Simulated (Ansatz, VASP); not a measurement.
# Ta2CoO6 in two plane-wave programs

One calculation is typed for both programs; each brings its own data sets and cutoff. How far apart do they land? The cell comes out of earlier VASP steps on this material, which relaxed, scaled or displaced it; both programs get it as it stands.

Main program and level: Ansatz 0.2.0; plane waves, with VASP 6.6.1 beside it; band structure at LDA, DFT+U and single point at LDA, DFT+U.

### Step 1. The starting structure

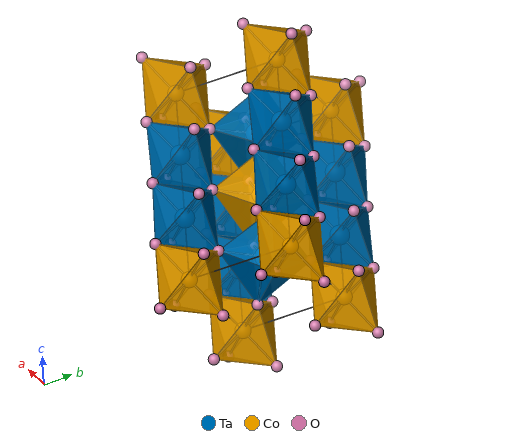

The starting structure, seen from a free direction (tantalum blue, cobalt orange, oxygen pink). Some periodic images of atoms are drawn too.

### Step 2. VASP: band structure, LDA, DFT+U

The same path points are solved in both programs, so levels can be compared one by one.

Lines of VASP's logs that name or quote its potential files are left out, and so is its time.

Contents of INCAR:

```
SYSTEM = Ta2CoO6
PREC = Accurate
ENCUT = 520
EDIFF = 1E-06
NELM = 100
ISMEAR = 0
SIGMA = 0.05
LREAL = .FALSE.
ALGO = Normal
GGA = CA
NBANDS = 120
ISPIN = 2
MAGMOM = 0.026 0.026 0.026 0.026 2.689 2.689 0.029 0.029 0.029 0.029 0.035 0.035 0.035 0.035 0.035 0.035 0.035 0.035
LDAU = .TRUE.
LDAUTYPE = 2
LDAUL = -1 2 -1
LDAUU = 0 4 0
LDAUJ = 0 0 0
LDAUPRINT = 1
LASPH = .TRUE.
LMAXMIX = 4
LORBIT = 11
LWAVE = .FALSE.
LCHARG = .FALSE.
KPAR = 8
```

Contents of POSCAR:

```
Ta2CoO6
1.0
    4.7009886135      0.0000000000      0.0000000000
    0.0000000000      4.7009886135      0.0000000000
    0.0000000000      0.0000000000      9.0130363891
Ta Co O
4 2 12
Direct
    0.0000000000      0.0000000000      0.3307636341
    0.5000000000      0.5000000000      0.8307636341
    0.5000000000      0.5000000000      0.1692363659
    0.0000000000      0.0000000000      0.6692363659
    0.0000000000      0.0000000000      0.0000000000
    0.5000000000      0.5000000000      0.5000000000
    0.3074331901      0.3074331901      0.0000000000
    0.1925668099      0.8074331901      0.5000000000
    0.6925668099      0.6925668099      0.0000000000
    0.8074331901      0.1925668099      0.5000000000
    0.2966403633      0.2966403633      0.3267850621
    0.2033596367      0.7966403633      0.8267850621
    0.7033596367      0.7033596367      0.3267850621
    0.7966403633      0.2033596367      0.8267850621
    0.7966403633      0.2033596367      0.1732149379
    0.7033596367      0.7033596367      0.6732149379
    0.2033596367      0.7966403633      0.1732149379
    0.2966403633      0.2966403633      0.6732149379
```

Contents of KPOINTS:

```
Automatic mesh
0
Gamma
5 5 3
0 0 0
```

Contents of KPOINTS_OPT:

```
Line mode
12
Line-mode
Reciprocal
  0.00000000   0.00000000   0.00000000 GAMMA
  0.00000000   0.50000000   0.00000000 X

  0.00000000   0.50000000   0.00000000 X
  0.50000000   0.50000000   0.00000000 M

  0.50000000   0.50000000   0.00000000 M
  0.00000000   0.00000000   0.00000000 GAMMA

  0.00000000   0.00000000   0.00000000 GAMMA
  0.00000000   0.00000000   0.50000000 Z

  0.00000000   0.00000000   0.50000000 Z
  0.00000000   0.50000000   0.50000000 R

  0.00000000   0.50000000   0.50000000 R
  0.50000000   0.50000000   0.50000000 A

  0.50000000   0.50000000   0.50000000 A
  0.00000000   0.00000000   0.50000000 Z

  0.00000000   0.50000000   0.00000000 X
  0.00000000   0.50000000   0.50000000 R

  0.50000000   0.50000000   0.00000000 M
  0.50000000   0.50000000   0.50000000 A
```

Potentials, in the order of the species: Ta_pv, Co and O (LDA family, release 64).

Run with:

```sh
mpirun -np 8 vasp_std
```

Numbers of over 12 decimals in the logs are rounded to 6 here.

Output:

```text
[banner, memory and clock lines left out]
running    8 mpi-ranks, on    1 nodes
 distrk:  each k-point on    1 cores,    8 groups
 distr:  one band on    1 cores,    1 groups

 POSCAR found type information on POSCAR TaCoO
 POSCAR found :  3 types and      18 ions
|                                                                             |
|           W    W    AA    RRRRR   N    N  II  N    N   GGGG   !!!           |
|           W    W   A  A   R    R  NN   N  II  NN   N  G    G  !!!           |
|           W    W  A    A  R    R  N N  N  II  N N  N  G       !!!           |
|           W WW W  AAAAAA  RRRRR   N  N N  II  N  N N  G  GGG   !            |
|           WW  WW  A    A  R   R   N   NN  II  N   NN  G    G                |
|           W    W  A    A  R    R  N    N  II  N    N   GGGG   !!!           |
|                                                                             |
|     For optimal performance we recommend to set                             |
|       NCORE = 2 up to number-of-cores-per-socket                            |
|     NCORE specifies how many cores store one orbital (NPAR=cpu/NCORE).      |
|     This setting can greatly improve the performance of VASP for DFT.       |
|     The default, NCORE=1 might be grossly inefficient on modern             |
|     multi-core architectures or massively parallel machines. Do your        |
|     Unfortunately you need to use the default for GW and RPA                |
|     calculations (for HF NCORE is supported but not extensively tested      |
|     yet).                                                                   |
|                                                                             |

|                                                                             |
|               ----> ADVICE to this user running VASP <----                  |
|                                                                             |
|     You have a (more or less) 'large supercell' and for larger cells it     |
|     might be more efficient to use real-space projection operators.         |
|     Therefore, try LREAL= Auto in the INCAR file.                           |
|     Mind: For very accurate calculation, you might also keep the            |
|     reciprocal projection scheme (i.e. LREAL=.FALSE.).                      |
|                                                                             |

 LDA part: xc-table for (Slater(with rela. corr.)+CA(PZ))
 , standard interpolation
 POSCAR, INCAR and KPOINTS ok, starting setup
 FFT: planning ... GRIDC
 FFT: planning ... GRID_SOFT
 FFT: planning ... GRID
 WAVECAR not read
 entering main loop
       N       E                     dE             d eps       ncg     rms          rms(c)
DAV:   1     0.147227389160E+04    0.14723E+04   -0.60912E+04  5768   0.120E+03
DAV:   2    -0.199915250443E+02   -0.14923E+04   -0.13526E+04  6048   0.374E+02
DAV:   3    -0.199859311512E+03   -0.17987E+03   -0.16923E+03  6352   0.136E+02
DAV:   4    -0.206069479912E+03   -0.62102E+01   -0.61353E+01  6672   0.273E+01
DAV:   5    -0.206182620243E+03   -0.11314E+00   -0.11295E+00  8296   0.361E+00    0.785E+01
DAV:   6    -0.177420062513E+03    0.28763E+02   -0.78274E+01  8304   0.556E+01    0.445E+01
DAV:   7    -0.175917731133E+03    0.15023E+01   -0.21095E+01  7800   0.525E+01    0.309E+01
DAV:   8    -0.176336106787E+03   -0.41838E+00   -0.40282E+00  7688   0.891E+00    0.131E+01
DAV:   9    -0.176211002808E+03    0.12510E+00   -0.54822E-01  8200   0.871E+00    0.303E+00
DAV:  10    -0.176265310468E+03   -0.54308E-01   -0.29101E-01  7720   0.181E+00    0.789E-01
DAV:  11    -0.176271653846E+03   -0.63434E-02   -0.16574E-02  7336   0.888E-01    0.496E-01
DAV:  12    -0.176276190020E+03   -0.45362E-02   -0.32287E-03  7608   0.375E-01    0.230E-01
DAV:  13    -0.176277106627E+03   -0.91661E-03   -0.16494E-03  7520   0.273E-01    0.998E-02
DAV:  14    -0.176277321924E+03   -0.21530E-03   -0.39668E-04  7456   0.993E-02    0.538E-02
DAV:  15    -0.176277383288E+03   -0.61364E-04   -0.10193E-04  7232   0.504E-02    0.306E-02
DAV:  16    -0.176277391128E+03   -0.78399E-05   -0.16200E-05  7576   0.309E-02    0.140E-02
DAV:  17    -0.176277392434E+03   -0.13061E-05   -0.33479E-06  5968   0.846E-03    0.673E-03
DAV:  18    -0.176277392544E+03   -0.11038E-06   -0.67369E-07  3920   0.452E-03
   1 F= -.17627739E+03 E0= -.17627739E+03  d E =-.596547E-16  mag=     6.0000
 Start KPOINTS_OPT (optional k-point list driver)
k-point batch [1-12\108]
       N       E                     dE             ncg
DAV:   1     0.610848609514E+04   -0.10844E+05     5760
DAV:   2    -0.107465269724E+05   -0.16855E+05     6008
DAV:   3    -0.127259932390E+05   -0.19795E+04     6424
DAV:   4    -0.128004759046E+05   -0.74483E+02     6912
DAV:   5    -0.128017181205E+05   -0.12422E+01     8232
DAV:   6    -0.128017450811E+05   -0.26961E-01     6936
DAV:   7    -0.128017465535E+05   -0.14723E-02     8584
DAV:   8    -0.128017465652E+05   -0.11771E-04     6328
DAV:   9    -0.128017465654E+05   -0.15044E-06     5064
[...]
k-point batch [97-108\108]
       N       E                     dE             ncg
DAV:   1     0.621938673858E+04   -0.41902E+05     5760
DAV:   2    -0.107126263839E+05   -0.16932E+05     6032
DAV:   3    -0.127003506307E+05   -0.19877E+04     6384
DAV:   4    -0.127753823912E+05   -0.75032E+02     6720
DAV:   5    -0.127766248447E+05   -0.12425E+01     8200
DAV:   6    -0.127766487058E+05   -0.23861E-01     6784
DAV:   7    -0.127766498805E+05   -0.11747E-02     8392
DAV:   8    -0.127766498900E+05   -0.94697E-05     6312
DAV:   9    -0.127766498901E+05   -0.12379E-06     4872
```

OUTCAR, selected parts (step 2):

```text
ion  position               nearest neighbor table
   1  0.000  0.000  0.331-  15 1.96  17 1.96  11 1.97  13 1.97   8 1.99  10 1.99   5 2.98   4 3.05

  LATTYP: Found a simple tetragonal cell.
 ALAT       =     4.7009886135
 C/A-ratio  =     1.9172640332

 Subroutine GETGRP returns: Found 16 space group operations
 (whereof  8 operations were pure point group operations)

The static configuration has the point symmetry D_2h.
 The point group associated with its full space group is D_4h.

 Found     12 irreducible k-points:

   k-points           NKPTS =     12   k-points in BZ     NKDIM =     12   number of bands    NBANDS=    120

   dimension x,y,z NGX =    36 NGY =   36 NGZ =   70
   dimension x,y,z NGXF=    72 NGYF=   72 NGZF=  140

   ENCUT  =  520.0 eV  38.22 Ry    6.18 a.u.   8.74  8.74 16.76*2*pi/ulx,y,z

   NELECT =     134.0000    total number of electrons

 k-points in reciprocal lattice and weights: Automatic mesh
   0.00000000  0.00000000  0.00000000       0.013
   0.20000000  0.00000000  0.00000000       0.053
   0.40000000  0.00000000  0.00000000       0.053
   0.20000000  0.20000000  0.00000000       0.053
   0.40000000  0.20000000  0.00000000       0.107
   0.40000000  0.40000000  0.00000000       0.053
   0.00000000  0.00000000  0.33333333       0.027
   0.20000000  0.00000000  0.33333333       0.107
   0.40000000  0.00000000  0.33333333       0.107
   0.20000000  0.20000000  0.33333333       0.107
   0.40000000  0.20000000  0.33333333       0.213
   0.40000000  0.40000000  0.33333333       0.107

atom =   5  type =  2  l = 2

 onsite density matrix

spin component  1

  0.9931  0.0000 -0.0266  0.0000 -0.0000
  0.0000  0.9924  0.0000 -0.0244  0.0000
 -0.0266  0.0000  0.9839  0.0000 -0.0000
  0.0000 -0.0244  0.0000  0.9924  0.0000
 -0.0000  0.0000 -0.0000  0.0000  0.9697

spin component  2

  0.5934  0.0000  0.3935  0.0000  0.0000
  0.0000  0.5597  0.0000  0.3985  0.0000
  0.3935  0.0000  0.5031  0.0000  0.0000
  0.0000  0.3985  0.0000  0.5597  0.0000
  0.0000  0.0000  0.0000  0.0000  0.0438

 occupancies and eigenvectors

  o =  0.0438  v =  0.0000  0.0000  0.0000  0.0000  0.0000  0.0000  0.0000 -0.0000 -0.0000  1.0000      0.0000  0.0000  0.0000  0.0000  0.0000  0.0000  0.0000  0.0000  0.0000  0.0000
  o =  0.1522  v =  0.0000  0.0000  0.0000  0.0000  0.0000 -0.6656  0.0000  0.7463 -0.0000  0.0000      0.0000  0.0000  0.0000  0.0000  0.0000  0.0000  0.0000  0.0000  0.0000  0.0000
  o =  0.1613  v =  0.0000  0.0000  0.0000  0.0000  0.0000  0.0000  0.7071 -0.0000 -0.7071 -0.0000      0.0000  0.0000  0.0000  0.0000  0.0000  0.0000  0.0000  0.0000  0.0000  0.0000
  o =  0.9444  v =  0.0000  0.0000  0.0000  0.0000  0.0000 -0.7463 -0.0000 -0.6656 -0.0000 -0.0000      0.0000  0.0000  0.0000  0.0000  0.0000  0.0000  0.0000  0.0000  0.0000  0.0000
  o =  0.9582  v =  0.0000  0.0000  0.0000  0.0000  0.0000 -0.0000  0.7071 -0.0000  0.7071 -0.0000      0.0000  0.0000  0.0000  0.0000  0.0000  0.0000  0.0000  0.0000  0.0000  0.0000
  o =  0.9615  v = -0.6444 -0.0000 -0.7647  0.0000 -0.0000  0.0000  0.0000  0.0000  0.0000  0.0000      0.0000  0.0000  0.0000  0.0000  0.0000  0.0000  0.0000  0.0000  0.0000  0.0000
  o =  0.9680  v =  0.0000 -0.7071  0.0000 -0.7071  0.0000  0.0000  0.0000  0.0000  0.0000  0.0000      0.0000  0.0000  0.0000  0.0000  0.0000  0.0000  0.0000  0.0000  0.0000  0.0000
  o =  0.9697  v = -0.0000  0.0000 -0.0000  0.0000  1.0000  0.0000  0.0000  0.0000  0.0000  0.0000      0.0000  0.0000  0.0000  0.0000  0.0000  0.0000  0.0000  0.0000  0.0000  0.0000
  o =  1.0155  v = -0.7647 -0.0000  0.6444  0.0000 -0.0000  0.0000  0.0000  0.0000  0.0000  0.0000      0.0000  0.0000  0.0000  0.0000  0.0000  0.0000  0.0000  0.0000  0.0000  0.0000
  o =  1.0168  v =  0.0000 -0.7071  0.0000  0.7071  0.0000  0.0000  0.0000  0.0000  0.0000  0.0000      0.0000  0.0000  0.0000  0.0000  0.0000  0.0000  0.0000  0.0000  0.0000  0.0000

atom =   6  type =  2  l = 2

 onsite density matrix

spin component  1

  0.9931  0.0000  0.0266  0.0000  0.0000
  0.0000  0.9924  0.0000  0.0244  0.0000
  0.0266  0.0000  0.9839  0.0000  0.0000
  0.0000  0.0244  0.0000  0.9924  0.0000
  0.0000  0.0000  0.0000  0.0000  0.9697

spin component  2

  0.5934  0.0000 -0.3935  0.0000 -0.0000
  0.0000  0.5597  0.0000 -0.3985  0.0000
 -0.3935  0.0000  0.5031  0.0000 -0.0000
  0.0000 -0.3985  0.0000  0.5597  0.0000
 -0.0000  0.0000 -0.0000  0.0000  0.0438

 occupancies and eigenvectors

  o =  0.0438  v =  0.0000  0.0000  0.0000  0.0000  0.0000 -0.0000  0.0000 -0.0000  0.0000 -1.0000      0.0000  0.0000  0.0000  0.0000  0.0000  0.0000  0.0000  0.0000  0.0000  0.0000
  o =  0.1522  v =  0.0000  0.0000  0.0000  0.0000  0.0000 -0.6656  0.0000 -0.7463  0.0000  0.0000      0.0000  0.0000  0.0000  0.0000  0.0000  0.0000  0.0000  0.0000  0.0000  0.0000
  o =  0.1613  v =  0.0000  0.0000  0.0000  0.0000  0.0000  0.0000  0.7071  0.0000  0.7071  0.0000      0.0000  0.0000  0.0000  0.0000  0.0000  0.0000  0.0000  0.0000  0.0000  0.0000
[...]
67       2.1999      1.00000
     68       2.8802      1.00000
     69       3.1876      1.00000
     70       3.1876      1.00000
     71       5.9187      0.00000
     72       6.1210      0.00000
     73       6.8013      0.00000
     74       6.8832      0.00000
     75       7.0406      0.00000
    ...

 k-point     2 :       0.2000    0.0000    0.0000
  band No.  band energies     occupation
    ...
     66       2.1896      1.00000
     67       2.7163      1.00000
     68       2.8509      1.00000
     69       2.8968      1.00000
     70       3.0463      1.00000
     71       5.9140      0.00000
     72       6.2454      0.00000
     73       6.7007      0.00000
     74       6.9356      0.00000
     75       7.0646      0.00000
    ...

 k-point     3 :       0.4000    0.0000    0.0000
  band No.  band energies     occupation
    ...
     66       2.2830      1.00000
     67       2.7780      1.00000
     68       2.8083      1.00000
     69       2.8293      1.00000
     70       3.1013      1.00000
     71       6.0777      0.00000
     72       6.4605      0.00000
     73       6.4853      0.00000
     74       6.6667      0.00000
     75       7.0600      0.00000
    ...

 k-point     4 :       0.2000    0.2000    0.0000
  band No.  band energies     occupation
    ...
     66       2.1801      1.00000
     67       2.5584      1.00000
     68       2.7590      1.00000
     69       2.8894      1.00000
     70       3.0045      1.00000
     71       6.0372      0.00000
     72       6.3645      0.00000
     73       6.7537      0.00000
     74       6.8426      0.00000
     75       7.0152      0.00000
    ...

 k-point     5 :       0.4000    0.2000    0.0000
  band No.  band energies     occupation
    ...
     66       2.1388      1.00000
     67       2.6151      1.00000
     68       2.8683      1.00000
     69       2.9571      1.00000
     70       2.9856      1.00000
     71       6.2925      0.00000
     72       6.5445      0.00000
     73       6.5676      0.00000
     74       6.7805      0.00000
     75       7.0182      0.00000
    ...

 k-point     6 :       0.4000    0.4000    0.0000
  band No.  band energies     occupation
    ...
     66       2.1814      1.00000
     67       2.2526      1.00000
     68       2.5474      1.00000
     69       3.0592      1.00000
     70       3.0949      1.00000
     71       6.7062      0.00000
     72       6.7391      0.00000
     73       6.8209      0.00000
     74       7.0084      0.00000
     75       7.0216      0.00000
    ...

 spin component 2
 k-point     1 :       0.0000    0.0000    0.0000
  band No.  band energies     occupation
    ...
     60       2.6127      1.00000
     61       2.7731      1.00000
     62       2.9149      1.00000
     63       3.1163      1.00000
     64       3.1163      1.00000
     65       5.7857      0.00000
     66       5.9382      0.00000
     67       6.0490      0.00000
     68       6.0572      0.00000
     69       6.0847      0.00000
    ...

  Total       -0.0074559     -0.0074559     -0.0546577      0.0000000      0.0000000      0.0000000
  in kB       -0.0599740     -0.0599740     -0.4396557      0.0000000      0.0000000      0.0000000
  external PRESSURE =      -0.1865346 kB  Pullay stress =       0.0000000 kB

  energy-cutoff  :      520.00
  volume of cell :      199.18
      direct lattice vectors                 reciprocal lattice vectors
     4.700988613  0.000000000  0.000000000     0.212721213  0.000000000  0.000000000
     0.000000000  4.700988613  0.000000000     0.000000000  0.212721213  0.000000000
     0.000000000  0.000000000  9.013036389     0.000000000  0.000000000  0.110950401

 POSITION                                       TOTAL-FORCE (eV/Angst)
 -----------------------------------------------------------------------------------
      0.00000      0.00000      2.98118         0.000000     -0.000000     -0.001832
      2.35049      2.35049      7.48770         0.000000     -0.000000     -0.001832
      2.35049      2.35049      1.52533         0.000000     -0.000000      0.001832
      0.00000      0.00000      6.03185         0.000000     -0.000000      0.001832
      0.00000      0.00000      0.00000         0.000000     -0.000000      0.000000
      2.35049      2.35049      4.50652         0.000000     -0.000000      0.000000
      1.44524      1.44524      0.00000         0.002625      0.002625      0.000000
      0.90525      3.79573      4.50652        -0.002625      0.002625      0.000000
      3.25575      3.25575      0.00000        -0.002625     -0.002625      0.000000
      3.79573      0.90525      4.50652         0.002625     -0.002625      0.000000
      1.39450      1.39450      2.94533        -0.001665     -0.001665     -0.003080
      0.95599      3.74500      7.45184         0.001665     -0.001665     -0.003080
      3.30649      3.30649      2.94533         0.001665      0.001665     -0.003080
      3.74500      0.95599      7.45184        -0.001665      0.001665     -0.003080
      3.74500      0.95599      1.56119        -0.001665      0.001665      0.003080
      3.30649      3.30649      6.06771         0.001665      0.001665      0.003080
      0.95599      3.74500      1.56119         0.001665     -0.001665      0.003080
      1.39450      1.39450      6.06771        -0.001665     -0.001665      0.003080
 -----------------------------------------------------------------------------------
    total drift:                               -0.000000      0.000000     -0.000000

  FREE ENERGIE OF THE ION-ELECTRON SYSTEM (eV)
  ---------------------------------------------------
  free  energy   TOTEN  =      -176.2773925441 eV

  energy  without entropy=     -176.2773925441  energy(sigma->0) =     -176.27739254

 total charge
# of ion       s       p       d       tot
------------------------------------------
    1        0.364   6.380   2.132   8.876
    2        0.364   6.380   2.132   8.876
    3        0.364   6.380   2.132   8.876
    4        0.364   6.380   2.132   8.876
    5        0.310   0.418   7.164   7.892
    6        0.310   0.418   7.164   7.892
    7        1.555   3.502   0.000   5.058
    8        1.555   3.502   0.000   5.058
    9        1.555   3.502   0.000   5.058
   10        1.555   3.502   0.000   5.058
   11        1.555   3.524   0.000   5.079
   12        1.555   3.524   0.000   5.079
   13        1.555   3.524   0.000   5.079
   14        1.555   3.524   0.000   5.079
   15        1.555   3.524   0.000   5.079
   16        1.555   3.524   0.000   5.079
   17        1.555   3.524   0.000   5.079
   18        1.555   3.524   0.000   5.079
--------------------------------------------------
tot         20.735  68.561  22.855 112.152

 magnetization (x)
# of ion       s       p       d       tot
------------------------------------------
    1        0.000   0.001   0.024   0.026
    2        0.000   0.001   0.024   0.026
    3        0.000   0.001   0.024   0.026
    4        0.000   0.001   0.024   0.026
    5        0.009   0.011   2.669   2.689
    6        0.009   0.011   2.669   2.689
    7        0.004   0.025   0.000   0.029
    8        0.004   0.025   0.000   0.029
    9        0.004   0.025   0.000   0.029
   10        0.004   0.025   0.000   0.029
   11        0.004   0.032   0.000   0.035
   12        0.004   0.032   0.000   0.035
   13        0.004   0.032   0.000   0.035
   14        0.004   0.032   0.000   0.035
   15        0.004   0.032   0.000   0.035
   16        0.004   0.032   0.000   0.035
   17        0.004   0.032   0.000   0.035
   18        0.004   0.032   0.000   0.035
--------------------------------------------------
tot          0.066   0.379   5.435   5.881

[... 5 further parts left out ...]
```

The run ends at a pressure of -0.02 GPa, with forces up to 0.0039 eV/Å.

(Part 1 of 3 ends here.)

[Lines on the potential files, build, host, timing and source positions are cut from VASP's logs without a mark.]

[Logs are printed without paths, hosts, clocks, repeated set-up lines and the standing remarks that a program may print on its own settings, such as how far it seeks lower states.]

[Hosts, paths, dates, database ids (printed as entryN), source tags and the programs' standing remarks are cut or masked in the printed files.]
